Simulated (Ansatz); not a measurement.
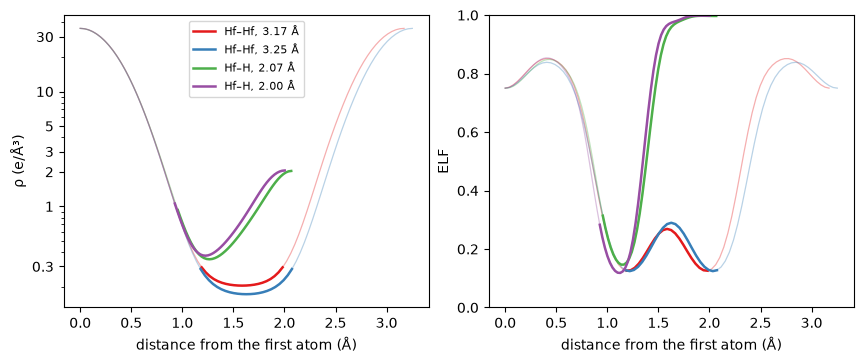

Hf4H3. Valence electron density and electron localisation function along straight lines between neighbouring atoms. Thin, pale parts lie inside the atomic spheres.

Space group P-42m; a generated structure, not necessarily the stable one; computed without spin polarisation.

All numbers below come from DFT r2SCAN, scalar-relativistic, plane waves, PAW (Ansatz 0.2.0).

Core electrons are frozen (PAW), and the valence fields are smoothed inside the atomic spheres.

```
Hf H
1.0
     4.59735    0.00000    0.00000
     0.00000    4.59735    0.00000
     0.00000    0.00000    4.68955
Hf H
4 3
Cartesian
  1.1776 1.1776 1.2227
  3.4198 3.4198 1.2227
  3.4198 1.1776 3.4668
  1.1776 3.4198 3.4668
  0.0000 0.0000 0.0000
  0.0000 0.0000 2.3448
  2.2987 2.2987 0.0000
```

Compare the contacts.

Hf–Hf (3.17 Å): ρ is about 0.2 e/Å³ halfway; the ELF is about 0.25 at the midpoint (no localised pair shows between them).
Hf–Hf (3.25 Å): the density is about 0.17 e/Å³ at the midpoint; the ELF is about 0.30 at the midpoint (no localised pair shows between them).
Hf–H (2.07 Å): the density is about 0.61 e/Å³ at the midpoint; the ELF climbs to about 1 towards the hydrogen.
Hf–H (2.00 Å): the density is about 0.68 e/Å³ at the midpoint; the ELF climbs to about 1 towards the hydrogen.
